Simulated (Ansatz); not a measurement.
# Run report: HF, geometry relaxation (part 3 of 3)

Continued. System: HF (disordered cell, 20 atoms in the cell). Method: DFT PBE-D3(BJ), scalar-relativistic, plane waves, PAW, no spin polarisation (Ansatz 0.2.0); cutoff 420 eV, 1×1×1 k-mesh, Fermi–Dirac smearing of 0.02 eV. It belongs to a series of runs on one base structure; here: start relaxed.

Geometry of the input (Å; fractional positions):
```
7.6174  0.0000  0.0000
0.0000  7.6174  0.0000
0.0000  0.0000  7.6174
F  0.4138  0.5015  0.2924
H  0.3895  0.3833  0.3140
F  0.4493  0.9637  0.5961
H  0.4605  0.9819  0.4754
F  0.2263  0.0340  0.7543
H  0.1674  0.0678  0.6522
F  0.5977  0.4488  0.8308
H  0.6192  0.5675  0.8525
F  0.1121  0.7538  0.2360
H  0.1081  0.7517  0.1135
F  0.9466  0.4058  0.9563
H  0.8981  0.3605  0.8533
F  0.9299  0.7238  0.7039
H  0.8237  0.6903  0.7552
F  0.8100  0.0648  0.6323
H  0.9165  0.0992  0.6823
F  0.5985  0.7921  0.2250
H  0.5882  0.7872  0.1030
F  0.6027  0.1476  0.2527
H  0.6370  0.2336  0.1724
```

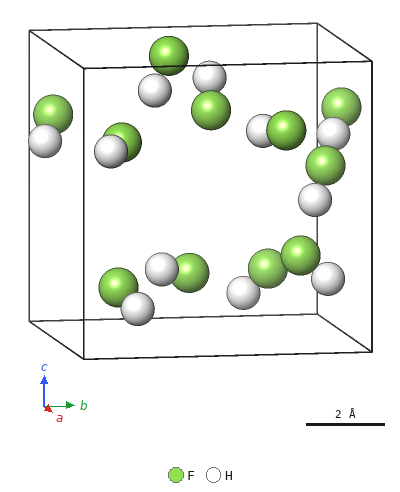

*The geometry at step 11 of the log (spheres-only view of the cell of the calculation, seen slightly off an axis).*

### Trajectory as extended XYZ, continued
```
20
Lattice="7.6174 0.0000 0.0000 0.0000 7.6174 0.0000 0.0000 0.0000 7.6174" Properties=species:S:1:pos:R:3:forces:R:3 step=7 energy=-8244.04168
F     3.0576    3.7640    1.9907    0.0630  -0.9354   0.1371
H     3.1921    2.8343    2.1810    0.0127   0.8797  -0.2915
F     3.4796    7.2398    4.3240   -0.0083  -0.0067  -0.2488
H     3.8492    7.0585    3.4638   -0.0816  -0.0983   0.1679
F     1.2878    0.4293    5.6903   -0.0836  -0.0410  -0.2420
H     1.8688    0.1594    4.9883    0.1416  -0.0458   0.1427
F     4.6620    3.5702    6.1170   -0.4719   0.6620   0.5152
H     4.1460    4.0730    6.7427    0.4432  -0.6065  -0.5449
F     0.8910    5.9892    1.5776   -0.0806  -0.1445  -0.4605
H     0.6487    5.5618    0.7723    0.0621   0.1612   0.3957
F     6.9330    2.7768    7.5631   -0.2278  -0.1065  -0.1966
H     6.6136    2.6774    6.6763    0.0553  -0.0771   0.3281
F     7.1963    5.4523    5.6169   -0.1288  -0.0191   0.0367
H     6.3244    5.2135    5.3682    0.0825  -0.0235   0.0075
F     6.2985    0.9285    5.1381    0.1406   0.0471   0.1243
H     7.1643    0.5623    5.2728    0.0546   0.0656   0.0207
F     4.6031    6.2172    1.9768   -0.0814   0.0718   0.0703
H     4.2169    6.5561    1.1928    0.0089   0.1053   0.1458
F     4.4457    1.3885    1.6816    0.3829   0.4361  -0.2872
H     5.1603    1.8863    1.2946   -0.2870  -0.3229   0.1820
20
Lattice="7.6174 0.0000 0.0000 0.0000 7.6174 0.0000 0.0000 0.0000 7.6174" Properties=species:S:1:pos:R:3:forces:R:3 step=8 energy=-8244.29425
F     3.0228    3.7543    1.9138    0.2999  -1.2384   0.1460
H     3.2973    2.8398    2.0779   -0.1975   1.1890  -0.3350
F     3.4841    7.2263    4.3122    0.0264  -0.0692  -0.3449
H     3.8277    6.9615    3.4529   -0.1450   0.0012   0.3287
F     1.3102    0.4133    5.6560   -0.1796   0.0172  -0.0687
H     1.9160    0.1200    4.9882    0.2426  -0.0958  -0.0356
F     4.6710    3.6828    6.0645   -0.6274   0.5275   0.7365
H     4.1056    4.0147    6.7639    0.6113  -0.4599  -0.7573
F     0.9005    6.0362    1.5117   -0.0935  -0.1667  -0.3928
H     0.6270    5.5375    0.7602    0.0854   0.1905   0.3261
F     6.7817    2.6942    7.6547   -0.3082  -0.1722  -0.2598
H     6.5418    2.5546    6.7427    0.0593  -0.1041   0.3866
F     7.1581    5.4420    5.6603    0.2957   0.1153   0.1411
H     6.3080    5.1699    5.3991   -0.3523  -0.1667  -0.0552
F     6.3478    1.0029    5.2191   -0.0260   0.1675   0.1415
H     7.2086    0.6130    5.2878    0.2164  -0.0136   0.0402
F     4.5490    6.2695    2.0599   -0.0153  -0.0161   0.1926
H     4.2015    6.6593    1.2841   -0.0520   0.1714  -0.0264
F     4.5083    1.4642    1.6062    0.3424   0.2864  -0.2342
H     5.2719    1.8824    1.2136   -0.1829  -0.1627   0.0707
20
Lattice="7.6174 0.0000 0.0000 0.0000 7.6174 0.0000 0.0000 0.0000 7.6174" Properties=species:S:1:pos:R:3:forces:R:3 step=9 energy=-8244.57372
F     3.0256    3.7273    1.8149    0.3076  -0.9011   0.0670
H     3.3874    2.8480    1.9701   -0.1989   0.8563  -0.2803
F     3.4713    7.2106    4.3153   -0.0266  -0.0413  -0.1767
H     3.7989    6.9048    3.4620   -0.1145   0.0179   0.2300
F     1.3225    0.3961    5.6255   -0.1442   0.0113  -0.0836
H     1.9550    0.0853    4.9857    0.1842  -0.0759  -0.0290
F     4.6693    3.7838    6.0408   -0.5848   0.2964   0.7032
H     4.0870    3.9710    6.7769    0.5779  -0.2176  -0.7121
F     0.9175    6.0736    1.4479   -0.0806  -0.1242  -0.2594
H     0.6055    5.5285    0.7486    0.0812   0.1583   0.1917
F     6.6236    2.5940    7.7227   -0.2080  -0.1169  -0.2380
H     6.4819    2.4137    6.7924    0.0211  -0.2205   0.3161
F     7.1220    5.4544    5.7027    0.1537   0.0768   0.0793
H     6.2895    5.1066    5.4616   -0.2265  -0.1299   0.0445
F     6.4004    1.0920    5.3294    0.0701   0.1594   0.1566
H     7.2537    0.6683    5.3069    0.1117   0.0487   0.0787
F     4.4936    6.2958    2.1122   -0.1039   0.1009  -0.1122
H     4.2075    6.7720    1.3513    0.0701   0.0498   0.2049
F     4.5741    1.5154    1.5281   -0.0914  -0.0224   0.0497
H     5.3523    1.8971    1.1340    0.2013   0.0745  -0.2306
20
Lattice="7.6174 0.0000 0.0000 0.0000 7.6174 0.0000 0.0000 0.0000 7.6174" Properties=species:S:1:pos:R:3:forces:R:3 step=10 energy=-8244.82194
F     3.0359    3.6896    1.7015    0.1773  -0.3982  -0.0303
H     3.4669    2.8540    1.8609   -0.0771   0.3551  -0.1967
F     3.4493    7.1988    4.3285   -0.0760   0.0081   0.0315
H     3.7605    6.8686    3.4793   -0.0644  -0.0157   0.0590
F     1.3283    0.3917    5.5950   -0.1203  -0.0067  -0.0757
H     1.9822    0.0530    4.9847    0.1027  -0.0337  -0.0262
F     4.6511    3.8402    6.0388   -0.2153   0.1700   0.2486
H     4.0899    3.9898    6.7844    0.2111  -0.0657  -0.2417
F     0.9200    6.1056    1.3969   -0.0355  -0.0252  -0.1139
H     0.6059    5.5386    0.7209    0.0327   0.0619   0.0425
F     6.5215    2.5313    7.7484   -0.0792  -0.1708  -0.3979
H     6.4554    2.2245    6.8308    0.0756  -0.1563   0.2864
F     7.0845    5.4623    5.7354   -0.2422  -0.0984  -0.0028
H     6.2535    5.0473    5.5684    0.1497   0.0374   0.1497
F     6.4560    1.1774    5.4257    0.0892   0.1261   0.2025
H     7.2965    0.7227    5.3491    0.0956   0.0913   0.0902
F     4.4261    6.3135    2.1396   -0.2174   0.5573  -0.6993
H     4.2471    6.9170    1.4163    0.2165  -0.3697   0.7558
F     4.6178    1.5277    1.4813   -0.3643  -0.2479   0.2287
H     5.3902    1.8846    1.0428    0.3397   0.1821  -0.3111
20
Lattice="7.6174 0.0000 0.0000 0.0000 7.6174 0.0000 0.0000 0.0000 7.6174" Properties=species:S:1:pos:R:3:forces:R:3 step=11 energy=-8245.02973
F     3.0654    3.6532    1.5781    0.0649  -0.0661  -0.1334
H     3.5195    2.8399    1.7489    0.0186   0.0203  -0.0996
F     3.4226    7.1827    4.3505   -0.0793   0.0301   0.0895
H     3.7173    6.8515    3.4949   -0.0377  -0.0476  -0.0261
F     1.3277    0.3836    5.5792   -0.1683   0.0389  -0.0124
H     1.9939    0.0430    4.9799    0.1109  -0.0580  -0.0649
F     4.6196    3.9310    6.0347   -0.1229   0.0819   0.1728
H     4.0947    3.9936    6.8163    0.1255   0.0199  -0.1243
F     0.9103    6.1384    1.3477   -0.0251   0.0065  -0.0505
H     0.6111    5.5479    0.6870    0.0094   0.0319  -0.0245
F     6.4860    2.4648    7.7403   -0.0540  -0.0663  -0.0992
H     6.4850    2.0926    6.8407    0.0510  -0.1842   0.0005
F     7.0357    5.4625    5.7863   -0.2212  -0.1238   0.0236
H     6.2172    5.0019    5.6776    0.1230   0.0711   0.1413
F     6.5032    1.2168    5.5040    0.0033   0.1233   0.1422
H     7.3470    0.7707    5.3913    0.1974   0.0065   0.0736
F     4.3552    6.3496    2.1356   -0.1298   0.9589  -0.8513
H     4.3119    7.0824    1.5003    0.1455  -0.6974   0.9169
F     4.6246    1.4846    1.4540   -0.2111  -0.2141   0.1280
H     5.3909    1.8475    0.9818    0.2001   0.0678  -0.2023
20
Lattice="7.6174 0.0000 0.0000 0.0000 7.6174 0.0000 0.0000 0.0000 7.6174" Properties=species:S:1:pos:R:3:forces:R:3 step=12 energy=-8245.23440
F     3.1231    3.6251    1.4080    0.1176  -0.0758  -0.1521
H     3.5539    2.8105    1.6335   -0.0333   0.0650  -0.1180
F     3.3961    7.1640    4.3703   -0.0681   0.0076   0.0864
H     3.6782    6.8436    3.5038   -0.0237  -0.0392  -0.0697
F     1.3279    0.3809    5.5684   -0.1722   0.0447   0.0371
H     1.9988    0.0258    4.9780    0.1145  -0.0561  -0.0847
F     4.5932    3.9859    6.0692   -0.0730   0.0939   0.1313
H     4.0990    4.0487    6.8706    0.0577  -0.0032  -0.0188
F     0.8840    6.1597    1.3089   -0.0349  -0.0178  -0.0627
H     0.6125    5.5747    0.6306   -0.0025   0.0537  -0.0244
F     6.4558    2.4035    7.7324   -0.0557  -0.0543   0.0754
H     6.5116    1.9926    6.8438    0.0097  -0.1145  -0.0734
F     6.9955    5.4283    5.8611   -0.1036  -0.0456   0.0606
H     6.1625    4.9869    5.7975    0.0197  -0.0074   0.1103
F     6.5536    1.2343    5.5446   -0.0505   0.0657   0.0627
H     7.4022    0.7923    5.4256    0.2548  -0.0385   0.0297
F     4.3017    6.4259    2.1208   -0.0086   0.9310  -0.5997
H     4.3731    7.2418    1.5944    0.0214  -0.6435   0.6920
F     4.6258    1.4247    1.4317   -0.1468  -0.1999   0.0932
H     5.3902    1.7891    0.9357    0.1783   0.0345  -0.1745
20
Lattice="7.6174 0.0000 0.0000 0.0000 7.6174 0.0000 0.0000 0.0000 7.6174" Properties=species:S:1:pos:R:3:forces:R:3 step=13 energy=-8245.41657
F     3.2028    3.6270    1.2297    0.1768  -0.1591  -0.1562
H     3.5728    2.7979    1.5153   -0.0540   0.1642  -0.1625
F     3.3714    7.1376    4.3864   -0.0674  -0.0097   0.0452
H     3.6494    6.8450    3.5050   -0.0081  -0.0123  -0.0590
F     1.3271    0.3708    5.5644   -0.1086   0.0356   0.0318
H     2.0043    0.0174    4.9730    0.0894  -0.0566  -0.0601
F     4.5556    4.0586    6.1232   -0.0625   0.0489   0.1580
H     4.1026    4.0505    6.9547    0.0330   0.0001   0.0179
F     0.8584    6.1629    1.2732   -0.0311  -0.0275  -0.0585
H     0.5900    5.6088    0.5678   -0.0264   0.0642  -0.0464
F     6.4389    2.3442    7.7362   -0.0681  -0.0792   0.0739
H     6.5227    1.9229    6.8459    0.0059  -0.0565  -0.0466
F     6.9549    5.4198    5.9454   -0.0133  -0.0369   0.0761
H     6.1328    4.9553    5.8975   -0.0568   0.0036   0.1159
F     6.5968    1.2330    5.5626   -0.0398   0.0334   0.0082
H     7.4582    0.8053    5.4394    0.2033  -0.0434   0.0257
F     4.2802    6.5130    2.1163   -0.0656   0.2786  -0.1191
H     4.4009    7.3576    1.6701    0.0513  -0.1114   0.2358
F     4.6246    1.3764    1.4177   -0.1060  -0.0427   0.0430
H     5.3943    1.7344    0.9050    0.1500   0.0060  -0.1251
20
Lattice="7.6174 0.0000 0.0000 0.0000 7.6174 0.0000 0.0000 0.0000 7.6174" Properties=species:S:1:pos:R:3:forces:R:3 step=14 energy=-8245.41658
F     3.2028    3.6270    1.2297    0.1760  -0.1575  -0.1573
H     3.5728    2.7979    1.5153   -0.0535   0.1629  -0.1628
F     3.3714    7.1376    4.3864   -0.0673  -0.0099   0.0448
H     3.6494    6.8450    3.5050   -0.0087  -0.0121  -0.0582
F     1.3271    0.3708    5.5644   -0.1091   0.0357   0.0323
H     2.0043    0.0174    4.9730    0.0896  -0.0568  -0.0604
F     4.5556    4.0586    6.1232   -0.0632   0.0497   0.1592
H     4.1026    4.0505    6.9547    0.0328   0.0001   0.0189
F     0.8584    6.1629    1.2732   -0.0312  -0.0273  -0.0584
H     0.5900    5.6088    0.5678   -0.0267   0.0641  -0.0474
F     6.4389    2.3442    7.7362   -0.0683  -0.0795   0.0747
H     6.5227    1.9229    6.8459    0.0060  -0.0572  -0.0470
F     6.9549    5.4198    5.9454   -0.0147  -0.0375   0.0766
H     6.1328    4.9553    5.8975   -0.0564   0.0037   0.1167
F     6.5968    1.2330    5.5626   -0.0394   0.0333   0.0083
H     7.4582    0.8053    5.4394    0.2041  -0.0435   0.0256
F     4.2802    6.5130    2.1163   -0.0656   0.2813  -0.1198
H     4.4009    7.3576    1.6701    0.0513  -0.1113   0.2367
F     4.6246    1.3764    1.4177   -0.1056  -0.0435   0.0427
H     5.3943    1.7344    0.9050    0.1499   0.0056  -0.1252
```
